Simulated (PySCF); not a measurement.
**C₇H₁₂OSSi: NMR shifts in solvents**

Aim: compute the NMR shifts of C₇H₁₂OSSi (`CC(C)[SiH2]Oc1cccs1`), and see what a dielectric continuum does where one was used.

The runs use PySCF 2.14.0, with density-fitted response routines of our own; the level of theory stands in each step. All values are computed, except where a source is named. Atoms count from 0, in the outputs and in this text.

### 1 The starting structure

22 atoms, charge 0, multiplicity 1; geometry from: GFN2-xTB. The atoms were then displaced at random by about 0.01 Å, so the start is not that level's minimum.

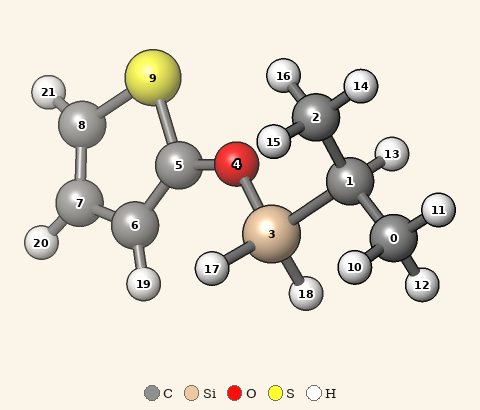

As it starts; carbon grey, silicon light orange, oxygen red, sulfur yellow, hydrogen white, atoms numbered.

### 2 Relaxing the molecule at PBE0-D3(BJ)/def2-SVP

What the job is given:

```
{"job": {"xc": "PBE0", "basis": "def2-SVP", "d3": "d3bj", "grid": 1, "shake": 0.01, "kind": "geom"}, "charge": 0, "multiplicity": 1}
C     -3.304470     0.396630    -0.711320
C     -2.155610    -0.326900    -0.093320
C     -2.327080    -0.379650     1.419780
Si    -0.482550     0.491740    -0.616610
O      0.598530    -0.489660     0.065920
C      1.926270    -0.406120     0.071810
C      2.761660     0.488130    -0.524630
C      4.134960     0.221360    -0.291660
C      4.310770    -0.873820     0.504710
S      2.820380    -1.620320     0.959040
H     -3.355830     1.451090    -0.363570
H     -4.263560    -0.045210    -0.435080
H     -3.277120     0.440080    -1.809590
H     -2.189330    -1.349940    -0.456150
H     -3.239040    -0.891330     1.699180
H     -2.332360     0.640840     1.854710
H     -1.478260    -0.907710     1.879830
H     -0.382350     1.859090    -0.087150
H     -0.334030     0.500960    -2.065340
H      2.357790     1.317930    -1.105790
H      4.903240     0.817700    -0.688780
H      5.242880    -1.330510     0.807510
```

Command:

```
OMP_NUM_THREADS=1 python probes_run.py task.json out
```

The driver reads the jobs from task.json and runs them one after another.

Standard output:

```text
step   0  E = -1035.76971437  max force = 0.057418
step   1  E = -1035.77997409  max force = 0.006702
step   2  E = -1035.78055451  max force = 0.003224
step   3  E = -1035.78025159  max force = 0.005687
step   4  E = -1035.78073407  max force = 0.000675
step   5  E = -1035.78075071  max force = 0.000300
step   6  E = -1035.78076104  max force = 0.000704
step   7  E = -1035.78076990  max force = 0.000442
optimisation converged
```

It took 5.6 min on 1 thread of Arm Neoverse N1, shared host; peak memory 0.97 GiB.

Step by step: (the energy doesn't fall at every step)

| step | energy from step 0 (eV) | largest force component (eV/Å) |
| --- | --- | --- |
| 0 | 0.0000 | 2.9526 |
| 1 | -0.2792 | 0.3446 |
| 2 | -0.2950 | 0.1658 |
| 3 | -0.2867 | 0.2924 |
| 4 | -0.2999 | 0.0347 |
| 5 | -0.3003 | 0.0154 |
| 6 | -0.3006 | 0.0362 |
| 7 | -0.3008 | 0.0227 |

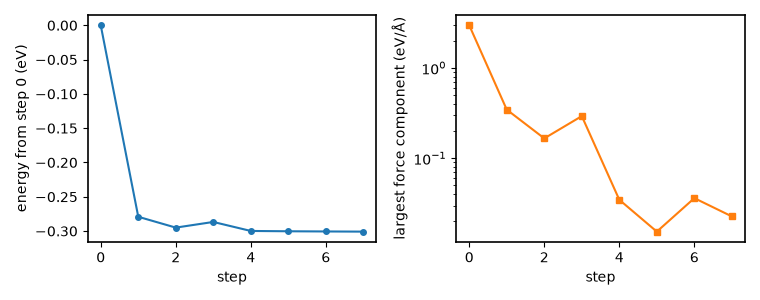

Energy and force, step by step.

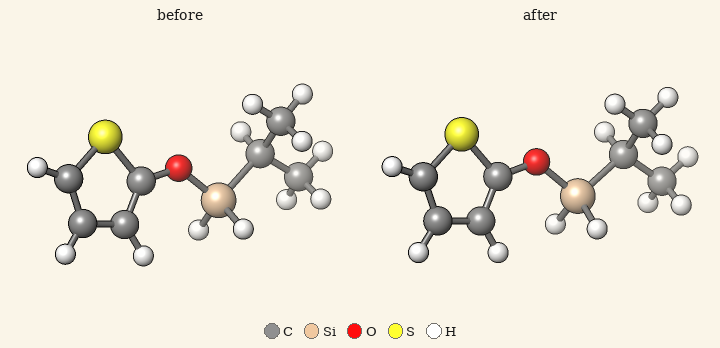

Before and after, at one scale.

Close pairs (by a distance rule), those that changed most:

| bond | before (Å) | after (Å) | change (Å) |
| --- | --- | --- | --- |
| Si3–O4 | 1.612 | 1.693 | +0.082 |
| C1–Si3 | 1.935 | 1.875 | -0.060 |
| C7–H20 | 1.051 | 1.091 | +0.041 |
| Si3–H18 | 1.456 | 1.495 | +0.039 |
| C0–C1 | 1.492 | 1.529 | +0.037 |
| Si3–H17 | 1.470 | 1.496 | +0.026 |
| C2–H14 | 1.082 | 1.103 | +0.020 |
| C1–H13 | 1.086 | 1.106 | +0.020 |

The next job starts from the end point, and lists it.

| at the end point | value |
| --- | --- |
| point group (found at 0.08 Å tolerance) | C1 |
| rotational constants (GHz, main isotopes) | 2.801, 0.435, 0.389 |
| dipole moment (D) | 1.68 |

### 3 Shielding tensors: PBE0/pcSseg-1 in benzene

What the job is given:

```
{"job": {"kind": "nmr", "xc": "PBE0", "basis": "pcSseg-1", "solvent": "benzene", "pop": true}, "charge": 0, "multiplicity": 1}
C     -3.779401     1.013272    -0.655409
C     -2.665176     0.198034     0.001291
C     -2.774542     0.180548     1.525089
Si    -0.981927     0.805857    -0.557594
O      0.143884    -0.219611     0.183274
C      1.474518    -0.142094     0.095397
C      2.270896     0.724699    -0.611017
C      3.657807     0.452899    -0.420089
C      3.888526    -0.602501     0.416365
S      2.415619    -1.290795     0.996085
H     -3.743645     2.069910    -0.342037
H     -4.770581     0.625044    -0.368826
H     -3.722622     0.989697    -1.755238
H     -2.726084    -0.843293    -0.367233
H     -3.739424    -0.246940     1.844868
H     -2.712912     1.199524     1.941976
H     -1.971886    -0.416352     1.983157
H     -0.712238     2.208975    -0.115192
H     -0.811586     0.725026    -2.040597
H      1.879670     1.523900    -1.242300
H      4.457114     1.026095    -0.892906
H      4.843537    -1.019459     0.731106
```

Level: GIAO PBE0/pcSseg-1 NMR shielding, non-relativistic, IEF-PCM benzene.

Standard output:

```text
coarse grid: 19376 points
cycle   1  E = -1035.9843553710  dE =  1.378e+00  |g| = 6.905e-01  |ddm| = 4.365e+00
cycle   2  E = -1035.9025481272  dE =  8.181e-02  |g| = 9.522e-01  |ddm| = 1.392e+00
cycle   3  E = -1036.0824124997  dE = -1.799e-01  |g| = 9.542e-02  |ddm| = 9.036e-01
cycle   4  E = -1036.0838669532  dE = -1.454e-03  |g| = 4.270e-02  |ddm| = 1.112e-01
cycle   5  E = -1036.0842410286  dE = -3.741e-04  |g| = 1.473e-02  |ddm| = 4.840e-02
cycle   6  E = -1036.0842918552  dE = -5.083e-05  |g| = 4.505e-03  |ddm| = 1.846e-02
cycle   7  E = -1036.0842967450  dE = -4.890e-06  |g| = 1.094e-03  |ddm| = 4.854e-03
final grid: 177800 points
cycle   8  E = -1036.1568027280  dE = -2.635e-05  |g| = 1.285e-02  |ddm| = 3.168e-02
cycle   9  E = -1036.1567620882  dE =  4.064e-05  |g| = 1.864e-02  |ddm| = 2.719e-02
cycle  10  E = -1036.1568397849  dE = -7.770e-05  |g| = 1.969e-03  |ddm| = 1.747e-02
cycle  11  E = -1036.1568406391  dE = -8.541e-07  |g| = 3.000e-04  |ddm| = 2.002e-03
cycle  12  E = -1036.1568406556  dE = -1.655e-08  |g| = 1.299e-04  |ddm| = 3.704e-04
cycle  13  E = -1036.1568406594  dE = -3.768e-09  |g| = 4.993e-05  |ddm| = 1.535e-04
cycle  14  E = -1036.1568406600  dE = -6.055e-10  |g| = 1.409e-05  |ddm| = 5.467e-05
converged SCF energy = -1036.1568406600

GIAO shielding tensors (ppm)
atom      isotropic    diamagn.    paramagn.     s11        s22        s33       span
  0 C      169.659     243.943     -74.284    156.469    163.200    189.309     32.840
  1 C      170.776     254.812     -84.036    163.320    168.544    180.465     17.145
  2 C      166.343     247.819     -81.477    156.285    157.813    184.930     28.646
  3 Si     355.347     883.411    -528.064    305.762    345.478    414.801    109.039
  4 O      230.473     402.776    -172.303    158.589    222.796    310.034    151.445
  5 C       12.289     245.619    -233.330    -54.380     19.656     71.590    125.970
  6 C       77.147     256.673    -179.527     14.404     66.413    150.624    136.221
  7 C       54.640     253.459    -198.819    -30.079     44.028    149.972    180.051
  8 C       65.813     266.467    -200.654    -24.802     81.508    140.732    165.534
  9 S      305.042    1056.956    -751.914    176.648    339.867    398.611    221.963
 10 H       30.563      27.893       2.670     26.504     28.560     36.624     10.120
 11 H       30.009      26.275       3.734     25.534     27.444     37.050     11.516
 12 H       30.153      27.851       2.301     25.085     27.981     37.392     12.308
 13 H       30.022      34.225      -4.203     26.369     28.229     35.468      9.099
 14 H       29.974      29.046       0.928     25.490     27.331     37.101     11.611
 15 H       30.441      30.686      -0.245     27.202     28.077     36.044      8.841
 16 H       29.626      32.070      -2.444     23.600     29.423     35.855     12.255
 17 H       26.561      32.264      -5.704     22.888     26.597     30.196      7.308
 18 H       26.295      32.117      -5.822     22.333     26.171     30.380      8.047
 19 H       25.045      33.116      -8.071     21.170     25.356     28.611      7.441
 20 H       24.465      28.436      -3.971     21.368     24.480     27.548      6.180
 21 H       24.823      29.772      -4.949     21.462     24.747     28.258      6.797
```

Wall time 92 s (1 thread of Arm Neoverse N1, shared host); peak memory 1.3 GiB.

The references, computed at this level on geometries of the same kind, shield at (ppm): 1H TMS 31.25, 13C TMS 184.9, 29Si TMS 351.9, 17O H2O 338.8, 33S CS2 496. Their shielding less the atom's gives the shift. The references are single molecules in the same continuum, so shifts against H2O, NH3, PH3, H3PO4 or CFCl3 are not on the usual liquid scales and can be off by tens of ppm. Atoms listed in one row are averaged.

| atoms | environment | σ (ppm) | δ (ppm) |
| --- | --- | --- | --- |
| C5 | aromatic carbon bearing oxygen | 12.3 | 172.6 |
| C7 | aromatic CH | 54.6 | 130.2 |
| C8 | aromatic CH next to the ring sulfur | 65.8 | 119.1 |
| C6 | aromatic CH | 77.1 | 107.7 |
| C0, C2 | methyl carbon | 168.0 | 16.9 |
| C1 | sp3 CH bonded to Si | 170.8 | 14.1 |
| H20 | hydrogen on an aromatic CH | 24.47 | 6.79 |
| H21 | hydrogen on an aromatic CH next to the ring sulfur | 24.82 | 6.43 |
| H19 | hydrogen on an aromatic CH | 25.05 | 6.21 |
| H17, H18 | hydrogen on a silicon bonded to C, O | 26.43 | 4.83 |
| H13 | hydrogen on an sp3 CH bonded to Si | 30.02 | 1.23 |
| H10, H11, H12, H14, H15, H16 | hydrogen on a methyl carbon | 30.13 | 1.13 |
| Si3 | silicon bonded to C, O, 2 H | 355.3 | -3.4 |
| O4 | oxygen bonded to C, Si | 230.5 | 108.3 |
| S9 | aromatic ring sulfur | 305 | 190 |

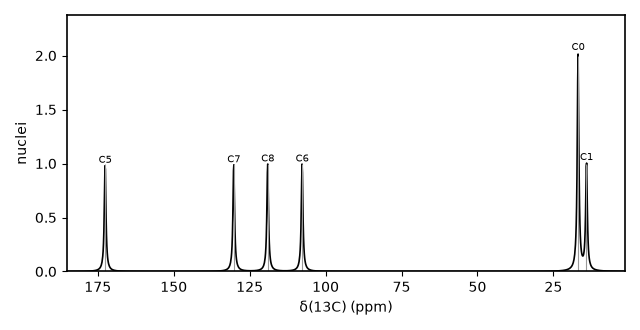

13C lines at the computed shifts, without couplings. Lines are broadened to a width of 0.63 ppm (Lorentzian).

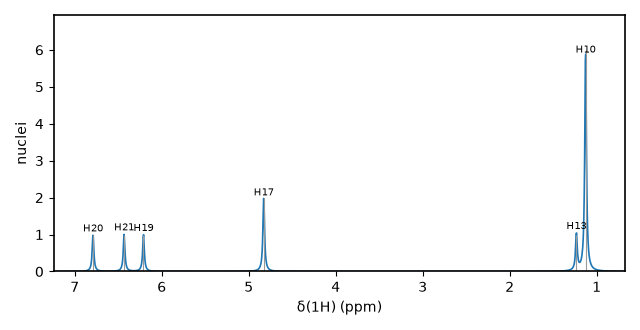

1H lines at the computed shifts, without couplings. Lines are broadened to a width of 0.02 ppm (Lorentzian).

Charges from the same density, by scheme (e):

| atoms | Mulliken | IAO | Hirshfeld | ESP fit |
| --- | --- | --- | --- | --- |
| C0, C2 | -0.26 | -0.41 | -0.11 | -0.53 |
| C1 | -0.60 | -0.38 | -0.10 | 0.36 |
| Si3 | 0.84 | 0.97 | 0.40 | 0.39 |
| O4 | -0.63 | -0.56 | -0.20 | -0.29 |
| C5 | 0.09 | 0.06 | 0.04 | 0.14 |
| C6 | -0.16 | -0.27 | -0.11 | -0.15 |
| C7 | -0.06 | -0.18 | -0.08 | -0.34 |
| C8 | -0.30 | -0.34 | -0.10 | -0.24 |
| S9 | 0.23 | 0.30 | 0.07 | 0.01 |

ESP fit charges:

C0 -0.53; C1 0.36; C2 -0.53; Si3 0.39; O4 -0.29; C5 0.14; C6 -0.15; C7 -0.34; C8 -0.24; S9 0.01; H10 0.13; H11 0.13; H12 0.12; H13 -0.01; H14 0.13; H15 0.13; H16 0.13; H17 -0.10; H18 -0.10; H19 0.17; H20 0.23; H21 0.23

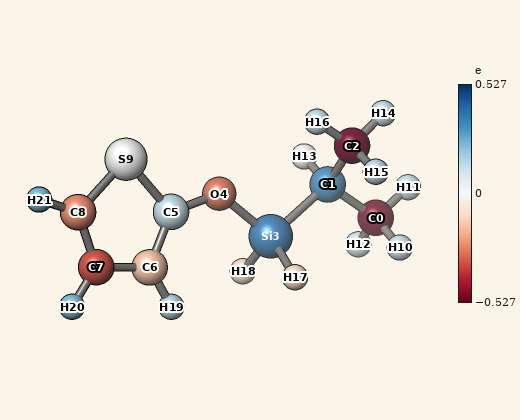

ESP fit charges, as colours on the atoms.

Mayer bond orders: C0–C1 1.03, C1–C2 1.03, C1–Si3 0.92, Si3–O4 0.82, O4–C5 0.99, C5–C6 1.54, C6–C7 1.24, C7–C8 1.60, C8–S9 1.12, S9–C5 1.15.

Ring of atoms C5, C6, C7, C8, S9: NICS(0) -12.6, NICS(1) -10.1, NICS(1)zz -22.3 ppm (means of both faces).

### 4 Shielding tensors: PBE0/pcSseg-1 in chloroform

Same as in step 3 but for these lines:

```diff
@@ -1,2 +1,2 @@
-{"job": {"kind": "nmr", "xc": "PBE0", "basis": "pcSseg-1", "solvent": "benzene", "pop": true}, "charge": 0, "multiplicity": 1}
+{"job": {"kind": "nmr", "xc": "PBE0", "basis": "pcSseg-1", "solvent": "chloroform", "pop": false}, "charge": 0, "multiplicity": 1}
 C     -3.779401     1.013272    -0.655409
```

With the program's defaults for keys left out, this is: GIAO PBE0/pcSseg-1 NMR shielding, non-relativistic, IEF-PCM chloroform.

Standard output:

```text
coarse grid: 19376 points
cycle   1  E = -1035.9867049342  dE =  1.376e+00  |g| = 6.886e-01  |ddm| = 4.365e+00
cycle   2  E = -1035.9074836760  dE =  7.922e-02  |g| = 9.450e-01  |ddm| = 1.371e+00
cycle   3  E = -1036.0841221196  dE = -1.766e-01  |g| = 9.409e-02  |ddm| = 8.828e-01
cycle   4  E = -1036.0855238523  dE = -1.402e-03  |g| = 4.220e-02  |ddm| = 1.088e-01
cycle   5  E = -1036.0858964345  dE = -3.726e-04  |g| = 1.352e-02  |ddm| = 4.649e-02
cycle   6  E = -1036.0859381438  dE = -4.171e-05  |g| = 4.267e-03  |ddm| = 1.667e-02
cycle   7  E = -1036.0859424751  dE = -4.331e-06  |g| = 1.054e-03  |ddm| = 4.513e-03
final grid: 177800 points
cycle   8  E = -1036.1584387028  dE = -2.699e-05  |g| = 1.271e-02  |ddm| = 3.173e-02
cycle   9  E = -1036.1584014912  dE =  3.721e-05  |g| = 1.820e-02  |ddm| = 2.643e-02
cycle  10  E = -1036.1584751391  dE = -7.365e-05  |g| = 1.856e-03  |ddm| = 1.661e-02
cycle  11  E = -1036.1584758668  dE = -7.277e-07  |g| = 2.757e-04  |ddm| = 1.827e-03
cycle  12  E = -1036.1584758804  dE = -1.354e-08  |g| = 1.217e-04  |ddm| = 3.446e-04
cycle  13  E = -1036.1584758837  dE = -3.321e-09  |g| = 4.593e-05  |ddm| = 1.413e-04
cycle  14  E = -1036.1584758842  dE = -5.114e-10  |g| = 1.227e-05  |ddm| = 4.822e-05
converged SCF energy = -1036.1584758842

GIAO shielding tensors (ppm)
atom      isotropic    diamagn.    paramagn.     s11        s22        s33       span
  0 C      169.886     243.929     -74.043    156.681    163.439    189.538     32.858
  1 C      170.801     254.803     -84.002    163.272    168.532    180.597     17.326
  2 C      166.526     247.984     -81.457    156.415    158.031    185.134     28.719
  3 Si     354.746     883.393    -528.647    305.157    345.204    413.878    108.721
  4 O      230.158     402.861    -172.703    158.135    221.792    310.547    152.412
  5 C       12.326     245.629    -233.303    -54.292     19.867     71.402    125.694
  6 C       76.824     256.589    -179.765     13.965     65.664    150.842    136.878
  7 C       54.233     253.541    -199.308    -30.605     43.161    150.143    180.748
  8 C       65.726     266.451    -200.725    -24.757     81.264    140.669    165.426
  9 S      307.002    1056.936    -749.934    179.568    343.162    398.277    218.709
 10 H       30.539      27.851       2.688     26.461     28.536     36.620     10.159
 11 H       29.997      26.234       3.763     25.505     27.435     37.052     11.547
 12 H       30.130      27.812       2.318     25.044     27.955     37.391     12.347
 13 H       29.985      34.171      -4.186     26.327     28.187     35.442      9.114
 14 H       29.952      29.034       0.918     25.461     27.309     37.087     11.627
 15 H       30.418      30.679      -0.261     27.179     28.048     36.026      8.847
 16 H       29.675      32.143      -2.468     23.651     29.475     35.899     12.248
 17 H       26.562      32.258      -5.696     22.883     26.604     30.200      7.318
 18 H       26.293      32.110      -5.816     22.326     26.173     30.381      8.055
 19 H       24.959      32.990      -8.030     21.051     25.282     28.545      7.493
 20 H       24.384      28.435      -4.052     21.274     24.395     27.482      6.208
 21 H       24.738      29.750      -5.012     21.337     24.637     28.240      6.903
```

Wall time 86 s (1 thread of Arm Neoverse N1, shared host); peak memory 1.4 GiB.

In short: δ C5 172.8, C7 130.9, C8 119.4, C6 108.3, H20 6.86, H21 6.51 ppm.

### 5 Side by side: NMR shifts

Shifts (ppm) of some atoms, chosen among heavy atoms and hydrogens apart, with basis size and wall time:

| run | C7 | C6 | H21 | H19 | Si3 | O4 | S9 | functions | time |
| --- | --- | --- | --- | --- | --- | --- | --- | --- | --- |
| PBE0/pcSseg-1 in benzene | 130.2 | 107.7 | 6.43 | 6.21 | -3.4 | 108.3 | 190 | 244 | 92 s |
| PBE0/pcSseg-1 in chloroform | 130.9 | 108.3 | 6.51 | 6.29 | -2.9 | 110.8 | 188 | 244 | 86 s |

The continuum's effect on the ground state:

| solvent | ε | polarisation energy (Eh) | μ (D) |
| --- | --- | --- | --- |
| benzene | 2.27 | -0.0028 | 1.88 |
| chloroform | 4.71 | -0.0046 | 1.99 |

### 6 What came out

| quantity | value |
| --- | --- |
| point group | C1 |
| rotational constants (main isotopes) | 2.80, 0.44, 0.39 GHz |
| 13C shifts against TMS (PBE0/pcSseg-1, benzene, means over atoms taken as alike) | 172.6, 130.2, 119.1, 107.7, 16.9, 14.1 ppm |
| 1H shifts against TMS (PBE0/pcSseg-1, benzene, means over atoms taken as alike) | 6.79, 6.43, 6.21, 4.83, 1.23, 1.13 ppm |
| 29Si shifts against TMS (PBE0/pcSseg-1, benzene) | -3.4 ppm |
| 17O shifts against H2O (PBE0/pcSseg-1, benzene) | 108.3 ppm |
| 33S shifts against CS2 (PBE0/pcSseg-1, benzene) | 190 ppm |
| range of the shift of O4 | 108.3 to 110.8 ppm |

The start of the PBE0/def2-SVP relaxation was shaken at random by about 0.01 Å, so part of the energy gained, and of the first lengths quoted, undoes that. Over 7 steps the energy fell by 0.301 eV; of the close pairs, Si3–O4 changed most, 1.612 to 1.693 Å. At PBE0/pcSseg-1: The largest span, 222 ppm, is at S9, where the paramagnetic term is -752 ppm. NICS(1)zz of -22 ppm above the planar ring from C5 marks a diatropic (aromatic) ring current. In ppm, O4 moves most: its shift spreads over 2.5 ppm, from 108.3 (PBE0/pcSseg-1 in benzene) to 110.8 (PBE0/pcSseg-1 in chloroform). Most of that comes from the computed reference, not from the atom's own shielding. Each shift counts from a reference computed in the same medium, and that reference moves with the solvent too, so shifts and shieldings show the solvent's effect differently. The continuum holds electrostatics alone: no hydrogen bonds to the solvent, and the gas-phase geometry is kept.
